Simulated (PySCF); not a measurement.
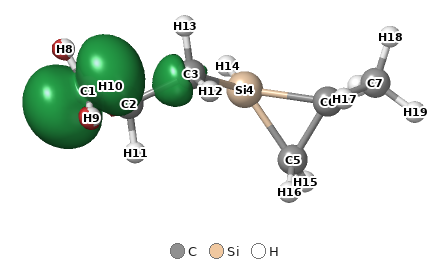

Figure 1: C$_{6}$H$_{13}$Si (doublet). Isosurfaces of the spin density (α minus β) at +0.03 (green) and −0.03 e/Å³ (red), seen at a tilt.

Geometry: GFN2-xTB.

All numbers below come from UKS B3LYP, pcH-1 on C H Si, non-relativistic, mean-field spin-orbit, GIAO (PySCF).

```yaml
atoms:
  - { symbol: C, position_ang: [3.6767, 0.4953, 0.4912] }
  - { symbol: C, position_ang: [2.4958, -0.0070, -0.2203] }
  - { symbol: C, position_ang: [1.2467, 0.0394, 0.7014] }
  - { symbol: Si, position_ang: [-0.3046, -0.6023, -0.1701] }
  - { symbol: C, position_ang: [-1.3662, 0.5877, -1.1724] }
  - { symbol: C, position_ang: [-1.9854, 0.1903, 0.1806] }
  - { symbol: C, position_ang: [-3.2640, -0.6066, 0.1362] }
  - { symbol: H, position_ang: [4.2311, -0.1512, 1.1448] }
  - { symbol: H, position_ang: [3.8578, 1.5510, 0.5599] }
  - { symbol: H, position_ang: [2.6443, -1.0426, -0.5348] }
  - { symbol: H, position_ang: [2.2891, 0.6001, -1.1045] }
  - { symbol: H, position_ang: [1.0960, 1.0672, 1.0337] }
  - { symbol: H, position_ang: [1.4571, -0.5527, 1.5929] }
  - { symbol: H, position_ang: [-0.2728, -1.9965, -0.5924] }
  - { symbol: H, position_ang: [-1.9036, 0.2350, -2.0417] }
  - { symbol: H, position_ang: [-1.0885, 1.6277, -1.2797] }
  - { symbol: H, position_ang: [-2.0400, 1.0005, 0.9010] }
  - { symbol: H, position_ang: [-3.4903, -1.0324, 1.1120] }
  - { symbol: H, position_ang: [-4.1013, 0.0270, -0.1590] }
  - { symbol: H, position_ang: [-3.1830, -1.4192, -0.5817] }
```

Which atoms carry the spin?

Answer. The unpaired spin (1 electron) lies mostly on C1 (about 0.7), in electrons by Hirshfeld's partition.
